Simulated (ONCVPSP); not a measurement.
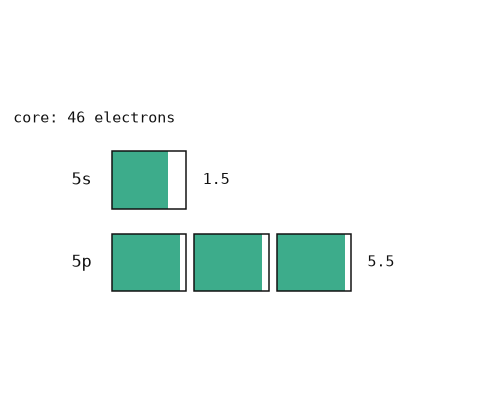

The valence shells of the reference configuration: a box for each of the 2l + 1 orbitals, shaded by the share of the shell that is filled, with the electron count at the right.

## Pseudopotential generation for I

System: iodine (I, Z = 53), core [Kr] 4d10, reference valence 5s1.5 5p5.5, valence charge 7.
Method: ONCV potential, PBE, non-relativistic, made with ONCVPSP 4.0.1.

## Summary

- outcome: generated, with a ghost state
- cutoffs needed: 51 Ha and 83 Ha (the cutoffs at which the residual kinetic energy of the hardest occupied pseudo-wave falls to 1 and 0.1 mHa per electron)
- ghost test: GHOST(-) flagged for p at -100.2 eV, d at -39.9 eV; GHOST(+) flagged for s at 126.0 eV (flags above 300 eV left out)
- largest excitation error: -14 meV (all-electron minus pseudo) for 5s2 5p3, out of 4 test configurations
- range over which the phases arctan(r R′/R) at the test radius agree within 0.05 rad (a looser test near the poles than one of phase shifts): s: up to about 3.9 Ha; p: over the whole range computed; d: from about -1.1 Ha upwards; f: not judged, local potential alone
- hardware: 1 CPU thread, shared host
- wall time: 2.9 s

## Remarks

The potential has a bound ghost state, so it can't be used as it stands.

## Input
```
# ATOM AND REFERENCE CONFIGURATION
# atsym  z   nc   nv     iexc    psfile
  I 53.00    9    2        4      upf
#
#   n    l    f
    1    0    2.00
    2    0    2.00
    2    1    6.00
    3    0    2.00
    3    1    6.00
    3    2   10.00
    4    0    2.00
    4    1    6.00
    4    2   10.00
    5    0    1.50
    5    1    5.50
#
# PSEUDOPOTENTIAL AND OPTIMIZATION
# lmax
    2
#
#   l,   rc,      ep,       ncon, nbas, qcut
    0    1.95    0.00    3    8    2.90
    1    1.75    0.00    5    9    4.50
    2    1.85    0.22    4    8    5.80
#
# LOCAL POTENTIAL
# lloc, lpopt,  rc(5),   dvloc0
    4    4    1.50    3.00
#
# VANDERBILT-KLEINMAN-BYLANDER PROJECTORs
# l, nproj, debl
    0    2    3.90
    1    2    0.50
    2    2    1.30
#
# MODEL CORE CHARGE
# icmod, fcfact, rcfact
    0    0.00    0.00
#
# LOG DERIVATIVE ANALYSIS
# epsh1, epsh2, depsh
   -2.00    5.00    0.02
#
# OUTPUT GRID
# rlmax, drl
    6.00    0.01
#
# TEST CONFIGURATIONS
# ncnf
    4
# nvcnf
#   n    l    f
    2
    5    0    2.00
    5    1    5.00
#
    2
    5    0    2.00
    5    1    4.00
#
    2
    5    0    2.00
    5    1    3.00
#
    2
    5    0    1.00
    5    1    5.00
#
```

The log's header says scalar-relativistic, as this program prints it for non-relativistic runs too.

Command:
```bash
oncvpspnr.x < I.dat > I.out
```

## Log (extracts)
```
ONCVPSP  (Optimized Norm-Conservinng Vanderbilt PSeudopotential)
scalar-relativistic version 4.0.1

#   n    l    f        energy (Ha)
    1    0    2.00    -1.1630385E+03
    2    0    2.00    -1.7523990E+02
    2    1    6.00    -1.6467799E+02
    3    0    2.00    -3.5307140E+01
    3    1    6.00    -3.0866719E+01
    3    2   10.00    -2.2615167E+01
    4    0    2.00    -6.1555148E+00
    4    1    6.00    -4.6026489E+00
    4    2   10.00    -1.9565282E+00
    5    0    1.50    -5.9961255E-01
    5    1    5.50    -2.7123313E-01

Reference configufation results
  iterations    26
  all-electron total energy (Ha)   -6.91986288D+03

Begin loop to  construct optimized pseudo wave functions
and semi-local pseudopoentials for all angular momenta

   Wellstate for l =  0  n =  7
     eigenvalue =   3.3004
     asymptotic potential =   3.8004
     half-point radius =  3.1795

Calculating optimized projector #   1

 for l=   0

    Fraction of norm inside rc  0.490175
    Optimizing pswf for qcut=   2.90 a_B^-1,  ecut=   4.20 Ha
    Residual kinetic energy error=  1.16D-02 Ha

    Energy error per electron        Cutoff
         Ha          eV             Ha
         0.01000     0.27211        4.40
         0.00100     0.02721       41.50
         0.00010     0.00272       68.63

Calculating optimized projector #   2

 for l=   0

    Fraction of norm inside rc  0.122077
    Optimizing pswf for qcut=   2.90 a_B^-1,  ecut=   4.20 Ha
    Residual kinetic energy error=  2.50D-01 Ha

    Energy error per electron        Cutoff
         Ha          eV             Ha
         0.01000     0.27211       22.00
         0.00100     0.02721       62.60
         0.00010     0.00272       88.47

   Wellstate for l =  1  n =  6
     eigenvalue =   0.2288
     asymptotic potential =   0.7288
     half-point radius =  7.5650

Calculating optimized projector #   1

 for l=   1

    Fraction of norm inside rc  0.208102
    Optimizing pswf for qcut=   4.50 a_B^-1,  ecut=  10.11 Ha
    Residual kinetic energy error=  3.08D-03 Ha

    Energy error per electron        Cutoff
         Ha          eV             Ha
         0.01000     0.27211        4.12
         0.00100     0.02721       50.84
         0.00010     0.00272       82.94
         0.00001     0.00027       92.71

Calculating optimized projector #   2

 for l=   1

    Fraction of norm inside rc  0.066389
    Optimizing pswf for qcut=   4.50 a_B^-1,  ecut=  10.11 Ha
    Residual kinetic energy error=  5.93D-04 Ha

    Energy error per electron        Cutoff
         Ha          eV             Ha
         0.01000     0.27211        2.95
         0.00100     0.02721        8.90
         0.00010     0.00272       92.16
         0.00001     0.00027      110.84

   Wellstate for l =  2  n =  5
     eigenvalue =   0.2200
     asymptotic potential =   0.7200
     half-point radius =  4.8941

   Wellstate for l =  2  n =  6
     eigenvalue =   1.5200
     asymptotic potential =   2.0200
     half-point radius =  3.8017

Calculating optimized projector #   1

 for l=   2

    Fraction of norm inside rc  0.087733
    Optimizing pswf for qcut=   5.79 a_B^-1,  ecut=  16.76 Ha
    Residual kinetic energy error=  1.51D-03 Ha

    Energy error per electron        Cutoff
         Ha          eV             Ha
         0.01000     0.27211       11.70
         0.00100     0.02721       21.24
         0.00010     0.00272       65.18
         0.00001     0.00027       86.65

Calculating optimized projector #   2

 for l=   2

    Fraction of norm inside rc  0.173782
    Optimizing pswf for qcut=   5.79 a_B^-1,  ecut=  16.76 Ha
    Residual kinetic energy error=  1.02D-02 Ha

    Energy error per electron        Cutoff
         Ha          eV             Ha
         0.01000     0.27211       16.81
         0.00100     0.02721       78.14
         0.00010     0.00272       92.30
         0.00001     0.00027      126.14

Construct Vanderbilt / Kleinmman-Bylander projectors

B matrix Hermiticity error, ll=   0
   1   2   -5.1298E-08

  Orthonormal projector coefficients  8.3609E+00  2.4051E+00

B matrix Hermiticity error, ll=   1
   1   2    1.2262E-09

  Orthonormal projector coefficients -2.8918E+01  2.4106E+00

B matrix Hermiticity error, ll=   2
   1   2   -9.6073E-08

  Orthonormal projector coefficients -1.0702E+01  1.7152E+00

Pseudoatom total energy  -11.042948

Diagnostic tests using Vanderbilt-Kleinman-Bylander pseudopotentials
  1 or more projectors used as specified by nproj input data

   l    rcore       rmatch      e in        delta e   norm test  slope test

   0   1.9505752   2.0097988  -0.5996126   0.0001804   1.0000745   1.0009754
   0   1.9505752   2.0097988   3.3003875   0.0006024   0.9996951   0.9996951

   1   1.7514552   1.8046332  -0.2712331   0.0000000   1.0000000   1.0000000
   1   1.7514552   1.8046332   0.2287669   0.0000000   1.0000000   1.0000000

   2   1.8594258   1.9158819   0.2200000  -0.0000007   1.0000000   1.0000000
run_diag: lschvkbbe ERROR   2   3   2  60  1.52000000E+00  1.43108106E+00
   2   1.8594258   1.9158819   1.5200000  -0.0889189   0.9744810   1.2706022

 Testing for bound ghosts
   n   l    E NL Schr. Eq   E Basis Diag.   E Cutoff

   1   0       -0.599432       -0.598777     68.66

       1                       -3.681293    127.99  WARNING - GHOST(-)
   2   1       -0.271233       -0.258152    127.99

       2                       -1.465694     98.58  WARNING - GHOST(-)

 Testing for highly-localized positive-energy ghosts
       l    <radius>/rc     E Basis Diag.   E Cutoff

       0        0.498318        4.632159     68.66  WARNING - GHOST(+)

       1        0.894579       59.673645    127.99  WARNING - GHOST(+)

Test configuration 0

   n   l     f        eae           eps        diff
   1   0  2.0000-1163.03846906
   2   0  2.0000 -175.23989512
   2   1  6.0000 -164.67798878
   3   0  2.0000  -35.30713966
   3   1  6.0000  -30.86671949
   3   2 10.0000  -22.61516660
   4   0  2.0000   -6.15551485
   4   1  6.0000   -4.60264891
   4   2 10.0000   -1.95652820
   5   0  1.5000   -0.59961255   -0.59943215    1.80D-04
   5   1  5.5000   -0.27123313   -0.27123312    3.72D-09

    Total energies and differences
      AE_ref= -6.91986288D+03  AE_tst= -6.91986288D+03  dif=  0.00D+00
      PS_ref= -1.10429476D+01  PS_tst= -1.10429476D+01  dif=  1.24D-14
      PSP excitation error= -1.24D-14

Test configuration 1

   n   l     f        eae           eps        diff
   1   0  2.0000-1163.01686392
   2   0  2.0000 -175.21838926
   2   1  6.0000 -164.65659866
   3   0  2.0000  -35.28531048
   3   1  6.0000  -30.84489990
   3   2 10.0000  -22.59334997
   4   0  2.0000   -6.13415335
   4   1  6.0000   -4.58143601
   4   2 10.0000   -1.93600678
   5   0  2.0000   -0.58858529   -0.58838710    1.98D-04
   5   1  5.0000   -0.26261569   -0.26258455    3.11D-05

    Total energies and differences
      AE_ref= -6.91986288D+03  AE_tst= -6.92002647D+03  dif= -1.64D-01
      PS_ref= -1.10429476D+01  PS_tst= -1.12064541D+01  dif= -1.64D-01
      PSP excitation error= -8.39D-05

Test configuration 2

   n   l     f        eae           eps        diff
   1   0  2.0000-1163.37040315
   2   0  2.0000 -175.57027698
   2   1  6.0000 -165.00871458
   3   0  2.0000  -35.63626805
   3   1  6.0000  -31.19590576
   3   2 10.0000  -22.94440741
   4   0  2.0000   -6.48318590
   4   1  6.0000   -4.93030857
   4   2 10.0000   -2.28402860
   5   0  2.0000   -0.90842920   -0.90859587   -1.67D-04
   5   1  4.0000   -0.56423225   -0.56442489   -1.93D-04

    Total energies and differences
      AE_ref= -6.91986288D+03  AE_tst= -6.91961601D+03  dif=  2.47D-01
      PS_ref= -1.10429476D+01  PS_tst= -1.07959292D+01  dif=  2.47D-01
      PSP excitation error= -1.45D-04

Test configuration 3

   n   l     f        eae           eps        diff
   1   0  2.0000-1163.77339284
   2   0  2.0000 -175.97022596
   2   1  6.0000 -165.40906884
   3   0  2.0000  -36.03448501
   3   1  6.0000  -31.59421270
   3   2 10.0000  -23.34282023
   4   0  2.0000   -6.87769658
   4   1  6.0000   -5.32448473
   4   2 10.0000   -2.67657150
   5   0  2.0000   -1.26020498   -1.26107670   -8.72D-04
   5   1  3.0000   -0.89685852   -0.89744291   -5.84D-04

    Total energies and differences
      AE_ref= -6.91986288D+03  AE_tst= -6.91888773D+03  dif=  9.75D-01
      PS_ref= -1.10429476D+01  PS_tst= -1.00672643D+01  dif=  9.76D-01
      PSP excitation error= -5.28D-04

Test configuration 4

   n   l     f        eae           eps        diff
   1   0  2.0000-1163.41336792
   2   0  2.0000 -175.61310385
   2   1  6.0000 -165.05128502
   3   0  2.0000  -35.67981290
   3   1  6.0000  -31.23942855
   3   2 10.0000  -22.98792376
   4   0  2.0000   -6.52577518
   4   1  6.0000   -4.97258469
   4   2 10.0000   -2.32487635
   5   0  1.0000   -0.93076475   -0.93091134   -1.47D-04
   5   1  5.0000   -0.58264421   -0.58299488   -3.51D-04

    Total energies and differences
      AE_ref= -6.91986288D+03  AE_tst= -6.91926984D+03  dif=  5.93D-01
      PS_ref= -1.10429476D+01  PS_tst= -1.04498460D+01  dif=  5.93D-01
      PSP excitation error= -5.44D-05
```

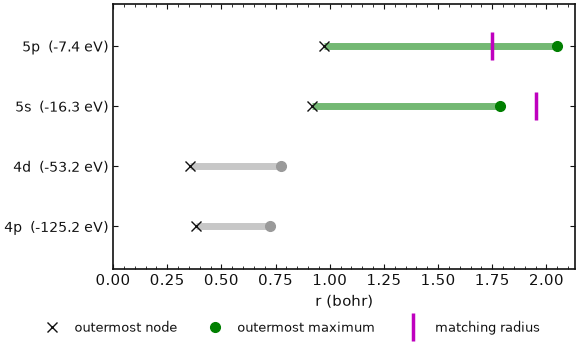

Outer shells of the all-electron reference atom: each bar runs from the outermost node (or the nucleus) to the outermost maximum of u(r); the tick is the radius chosen for the pseudo-wave. Shells without a tick have no pseudo-wave of their own. Levels, nodes and maxima are from ld1.x, non-relativistic.

- Radii against the shells: 5s: 1.95 bohr, outside the maximum; 5p: 1.75 bohr, between node and maximum.

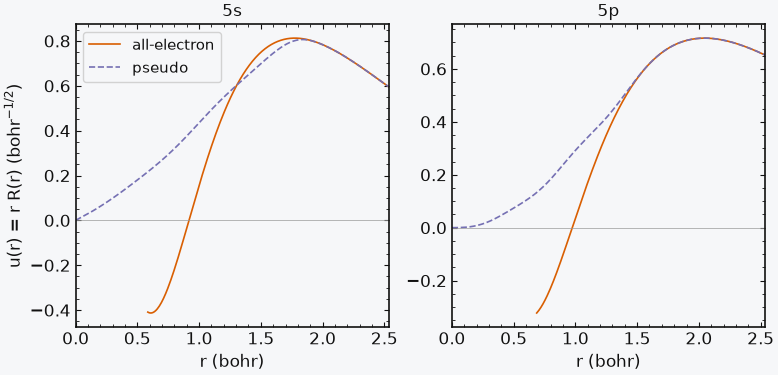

Partial waves u(r) = r R(r), all-electron (solid) and pseudo (dashed). The innermost oscillations of some all-electron curves aren't drawn. Reference configuration 5s1.5 5p5.5.

- Matching radii: 5s at 1.95 bohr; 5p at 1.75 bohr. The curves merge smoothly, so the plot gives these only roughly.
- Nodes of the pseudo-waves: 5s has no node; 5p has no node. The potential isn't sound: its ghost test gives GHOST(-) flagged for p at -100.2 eV, d at -39.9 eV; GHOST(+) flagged for s at 126.0 eV (flags above 300 eV left out).

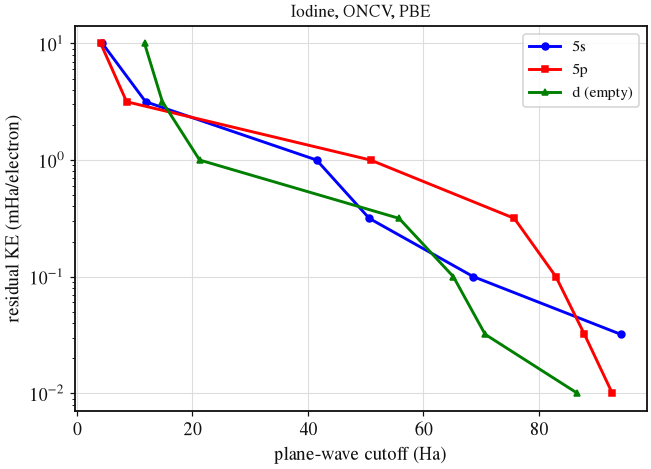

Residual kinetic energy of the pseudo-waves (the first of each channel, and further valence shells) beyond the plane-wave cutoff, as the generator prints it.

- Hardest wave at 1 mHa per electron: 5p, with rc = 1.75 bohr and qcut = 4.5 1/bohr. The optimisation minimises, but can't always remove, the kinetic energy above qcut²/2 = 10.1 Ha, and a larger rc would as a rule soften the wave at some cost in transferability.
- Cutoffs for the occupied states: 51 Ha for 1 mHa and 83 Ha for 0.1 mHa per electron. The first is set by 5p.
- Cutoffs for 1 mHa per electron: 5p: 51 Ha; 5s: 42 Ha; d (empty): 21 Ha.
